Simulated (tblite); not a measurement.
# C$_{5}$H$_{11}$O$_{2}$Si: geometry relaxation (part 1 of 2)

- system: C$_{5}$H$_{11}$O$_{2}$Si, multiplicity 2
- method: GFN2-xTB geometry optimisation, gas phase (tblite 0.8.0)

It belongs to a series of runs on one base structure; here: H removed from sp3 C.

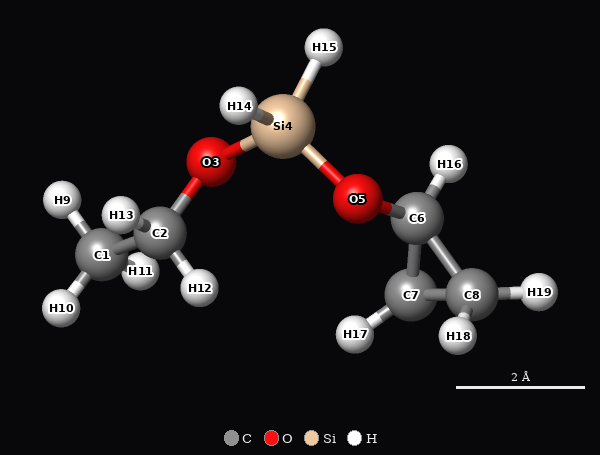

Figure 1. The structure as given in the input (ball-and-stick view, seen at a tilt; atoms are numbered from 1 in the order of the input). Bond lengths as drawn: C–C 1.44 to 1.53 Å, C–H 1.07 to 1.10 Å, C–O 1.43 to 1.45 Å, H–Si 1.48 to 1.49 Å and O–Si 1.65 to 1.67 Å.

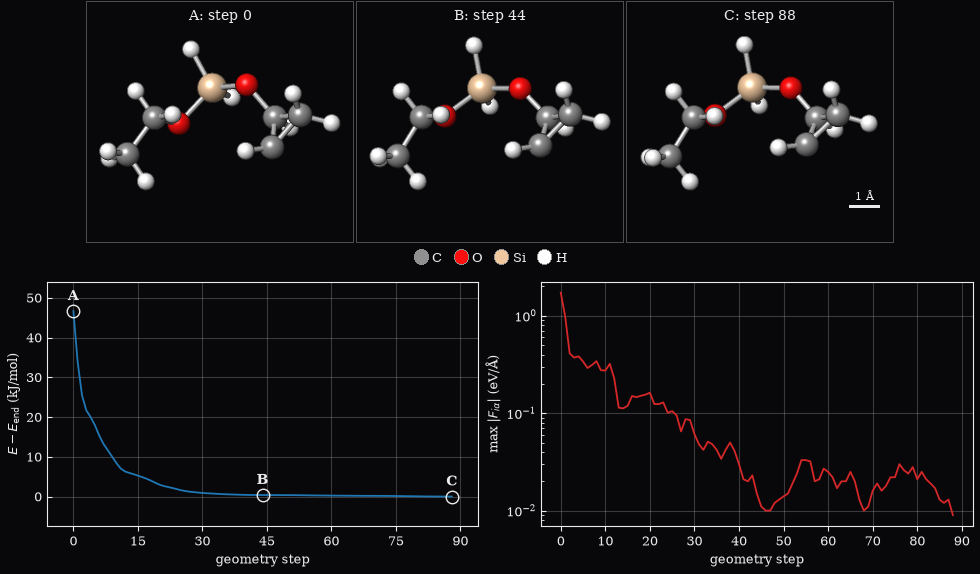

Figure 2. Frames of the relaxation (ball-and-stick view, seen at a tilt) above the curves, on which the letters mark them (steps are counted from 0).

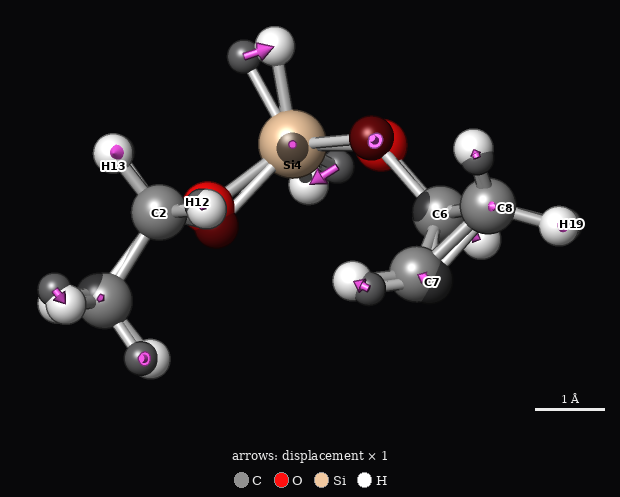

Figure 3. Start (faint) and end (solid) with the displacements as pink arrows, at true length (ball-and-stick view, seen at a tilt). The two geometries are laid on each other by the best rigid fit. The largest move after the best rigid fit is that of H15, 0.50 Å. Largest moves by element: H 0.50 Å, O 0.33 Å, C 0.20 Å, Si 0.09 Å. Distances before and after: O5–C6 1.446 → 1.383 Å, O3–Si4 1.671 → 1.618 Å, Si4–H15 1.492 → 1.453 Å, C6–C8 1.496 → 1.525 Å. Among the angles that change: Si4–O5–C6 118.7° → 132.7°, C2–O3–Si4 117.3° → 131.2°, O5–Si4–H14 110.0° → 96.9°. Over 88 geometry steps the energy falls by 46.7 kJ/mol. The largest force component goes from 1.7 to 0.009 eV/Å. (Atoms are counted from 1 in the order of the input.)

The input that produced these results follows, with the program's output.

**Input file**
```
{"job": {"kind": "relax", "xc": "GFN2-xTB", "basis": "xTB"}, "charge": 0, "multiplicity": 2}
C      2.793500    -0.987800    -0.678700
C      1.899500     0.152200    -0.190400
O      1.194300    -0.317800     0.959500
Si     0.109100     0.731900     1.676500
O     -1.152900     1.065000     0.661700
C     -2.098500     0.012900     0.360000
C     -2.093400    -0.719000    -0.893400
C     -3.053900     0.344700    -0.741800
H      3.483500    -1.310200     0.107100
H      3.357000    -0.676100    -1.549500
H      2.174600    -1.858100    -0.946100
H      1.211700     0.441700    -0.979500
H      2.529800     1.006000     0.097900
H      0.820200     1.980300     2.027400
H     -0.420600     0.109100     2.924200
H     -2.515400    -0.536700     1.215600
H     -1.266000    -0.682800    -1.583400
H     -2.890400     1.218800    -1.344800
H     -4.091800     0.035200    -0.635500
```

The first line tells a small driver script what to run in tblite; the rest is the geometry in Å.

Command:
```bash
OMP_NUM_THREADS=1 python <driver script> task.json out
```

**Output**
```
step      E/eV     max force
  0    -711.26689    1.798
  1    -711.40038    1.054
  2    -711.48632    0.516
  3    -711.52556    0.416
  4    -711.54300    0.436
  5    -711.56432    0.405
  6    -711.59104    0.345
  7    -711.61309    0.331
  8    -711.62961    0.355
  9    -711.64622    0.294
 10    -711.66310    0.323
 11    -711.67723    0.335
 12    -711.68498    0.230
 13    -711.68877    0.150
 14    -711.69206    0.142
 15    -711.69580    0.168
 16    -711.69968    0.212
 17    -711.70383    0.199
 18    -711.70865    0.156
 19    -711.71415    0.180
 20    -711.71928    0.173
 21    -711.72293    0.128
 22    -711.72546    0.132
 23    -711.72799    0.143
 24    -711.73090    0.126
 25    -711.73376    0.133
 26    -711.73601    0.129
 27    -711.73755    0.090
 28    -711.73878    0.094
 29    -711.73997    0.091
 30    -711.74098    0.065
 31    -711.74172    0.060
 32    -711.74233    0.060
 33    -711.74299    0.068
 34    -711.74368    0.060
 35    -711.74423    0.052
 36    -711.74462    0.046
 37    -711.74495    0.048
 38    -711.74535    0.057
 39    -711.74576    0.049
 40    -711.74604    0.030
 41    -711.74618    0.027
 42    -711.74628    0.023
 43    -711.74637    0.027
 44    -711.74645    0.021
 45    -711.74650    0.013
 46    -711.74652    0.012
 47    -711.74655    0.011
 48    -711.74659    0.014
 49    -711.74663    0.016
 50    -711.74668    0.017
 51    -711.74673    0.019
 52    -711.74681    0.021
 53    -711.74693    0.033
 54    -711.74711    0.040
 55    -711.74729    0.036
 56    -711.74744    0.036
 57    -711.74755    0.027
 58    -711.74765    0.026
 59    -711.74776    0.028
 60    -711.74788    0.031
 61    -711.74798    0.027
 62    -711.74805    0.021
 63    -711.74812    0.024
 64    -711.74821    0.027
 65    -711.74830    0.026
 66    -711.74838    0.020
 67    -711.74843    0.015
 68    -711.74846    0.014
 69    -711.74850    0.015
 70    -711.74855    0.021
 71    -711.74860    0.021
 72    -711.74867    0.022
 73    -711.74874    0.023
 74    -711.74883    0.023
 75    -711.74896    0.026
 76    -711.74912    0.031
 77    -711.74929    0.029
 78    -711.74945    0.032
 79    -711.74960    0.037
 80    -711.74976    0.028
 81    -711.74991    0.034
 82    -711.75004    0.027
 83    -711.75013    0.022
 84    -711.75020    0.020
 85    -711.75028    0.015
 86    -711.75034    0.015
 87    -711.75037    0.014
 88    -711.75039    0.010
```

**Trajectory as extended XYZ (Å, eV, eV/Å), 12 of the 89 frames kept, from step=0 to step=88**
```
19
Properties=species:S:1:pos:R:3:forces:R:3 step=0 energy=-711.26689
C     2.7935   -0.9878   -0.6787   -0.2550  -0.3990   0.0780
C     1.8995    0.1522   -0.1904    0.5530  -0.8430   0.5760
O     1.1943   -0.3178    0.9595   -0.6850   1.1950   0.1080
Si    0.1091    0.7319    1.6765    0.2880  -0.4400   0.2290
O    -1.1529    1.0650    0.6617   -0.1600  -1.4910   0.3190
C    -2.0985    0.0129    0.3600    0.1630   0.6810   0.9880
C    -2.0934   -0.7190   -0.8934    1.7260  -0.1450  -0.4830
C    -3.0539    0.3447   -0.7418   -1.3910  -0.1360  -0.4420
H     3.4835   -1.3102    0.1071   -0.1670   0.1900  -0.1420
H     3.3570   -0.6761   -1.5495    0.0690   0.0410  -0.0720
H     2.1746   -1.8581   -0.9461    0.1960   0.3420   0.0740
H     1.2117    0.4417   -0.9795   -0.1840   0.1530  -0.0620
H     2.5298    1.0060    0.0979   -0.1970  -0.0220  -0.1030
H     0.8202    1.9803    2.0274   -0.4250  -0.1900  -0.3690
H    -0.4206    0.1091    2.9242    0.3730  -0.0180  -0.6580
H    -2.5154   -0.5367    1.2156    0.3390   0.6160  -0.0450
H    -1.2660   -0.6828   -1.5834   -0.1230  -0.3160  -0.0830
H    -2.8904    1.2188   -1.3448   -0.1760   0.3720  -0.0660
H    -4.0918    0.0352   -0.6355    0.0560   0.4100   0.1540
19
Properties=species:S:1:pos:R:3:forces:R:3 step=8 energy=-711.62961
C     2.7844   -1.0131   -0.6655    0.0480  -0.0080  -0.0360
C     1.9129    0.1284   -0.1711    0.0380  -0.0770   0.0480
O     1.2101   -0.2622    0.9876   -0.0450   0.1620   0.0460
Si    0.1177    0.7078    1.7058   -0.0510   0.0060   0.0070
O    -1.1623    0.9963    0.7294    0.0530  -0.0380   0.0040
C    -2.1109    0.0354    0.3663    0.1010   0.1510  -0.0170
C    -2.0005   -0.6709   -0.9106   -0.1390  -0.0090   0.1760
C    -3.0637    0.3316   -0.7853    0.0110   0.1460   0.0940
H     3.4860   -1.3107    0.1120   -0.0910  -0.0280  -0.0410
H     3.3438   -0.6753   -1.5338    0.0360  -0.0450  -0.0390
H     2.1744   -1.8702   -0.9483    0.0470   0.0650   0.0890
H     1.2114    0.4361   -0.9587   -0.0190  -0.0470   0.0790
H     2.5348    0.9983    0.0752    0.0230  -0.0220  -0.0380
H     0.6766    2.0414    1.9173   -0.2230  -0.0490  -0.0540
H    -0.3196   -0.0229    2.8906    0.2330  -0.0540  -0.1370
H    -2.5198   -0.4432    1.2595   -0.0380  -0.0880  -0.3420
H    -1.1996   -0.7326   -1.6287   -0.1750   0.1000   0.2360
H    -2.9836    1.2581   -1.3419    0.1180   0.0710  -0.0380
H    -4.1021    0.0769   -0.6128    0.0750  -0.2350  -0.0370
19
Properties=species:S:1:pos:R:3:forces:R:3 step=16 energy=-711.69968
C     2.7889   -1.0252   -0.6605    0.0140  -0.0190  -0.0110
C     1.9311    0.1280   -0.1670    0.0470  -0.0460   0.0100
O     1.2563   -0.2225    1.0141    0.0000   0.0870   0.0300
Si    0.1226    0.7081    1.7087   -0.0510  -0.0270  -0.0420
O    -1.1657    0.9897    0.7488   -0.0960  -0.0460   0.0640
C    -2.1346    0.0700    0.3701    0.1500  -0.1500  -0.0020
C    -2.0126   -0.6448   -0.8956   -0.0420  -0.0830  -0.0150
C    -3.0700    0.3637   -0.7926    0.0030   0.0140   0.0910
H     3.4859   -1.3292    0.1180   -0.0500   0.0000  -0.0350
H     3.3492   -0.7005   -1.5341    0.0110  -0.0540  -0.0030
H     2.1686   -1.8779   -0.9306    0.0270   0.0450   0.0500
H     1.2003    0.4143   -0.9326    0.0310   0.0110  -0.0410
H     2.5612    0.9991    0.0467    0.0340   0.0250  -0.0750
H     0.5297    2.0947    1.8740   -0.0040   0.0060   0.0700
H    -0.1821   -0.1238    2.8587    0.0380   0.0270   0.0140
H    -2.5653   -0.4486    1.2241   -0.0320   0.0570  -0.0340
H    -1.2004   -0.7122   -1.5901   -0.0090   0.0750   0.0500
H    -2.9849    1.2874   -1.3527   -0.0350   0.0020  -0.0040
H    -4.0879    0.0391   -0.6206   -0.0350   0.0740  -0.1150
19
Properties=species:S:1:pos:R:3:forces:R:3 step=24 energy=-711.73090
C     2.7969   -1.0419   -0.6538   -0.0130  -0.0380   0.0170
C     1.9696    0.1494   -0.1895    0.0470  -0.0410  -0.0320
O     1.3158   -0.1301    1.0188    0.0080   0.0110  -0.0140
Si    0.1221    0.7168    1.7154   -0.0160  -0.1010  -0.0730
O    -1.2063    0.9301    0.7964   -0.0590  -0.0240  -0.0180
C    -2.1752    0.0284    0.3804    0.0730  -0.0380   0.0440
C    -2.0366   -0.6596   -0.8993    0.0380   0.0450   0.0080
C    -3.0807    0.3632   -0.8011   -0.0350   0.0660   0.0520
H     3.4872   -1.3496    0.1288   -0.0310   0.0430  -0.0140
H     3.3639   -0.7669   -1.5417   -0.0380  -0.0260   0.0500
H     2.1501   -1.8841   -0.8924    0.0150   0.0370   0.0310
H     1.2269    0.4039   -0.9518   -0.0190   0.0540  -0.1000
H     2.6169    1.0205   -0.0399    0.0440   0.0370  -0.0250
H     0.4238    2.1215    1.9263    0.0140   0.0640   0.0120
H    -0.0638   -0.1541    2.8577   -0.0530  -0.0140   0.0890
H    -2.6435   -0.4737    1.2221   -0.0380  -0.0430  -0.0440
H    -1.1913   -0.6362   -1.5591   -0.0030  -0.0540   0.0160
H    -2.9679    1.2932   -1.3426    0.0670   0.0780  -0.0410
H    -4.1177    0.0783   -0.6879    0.0020  -0.0560   0.0410
```
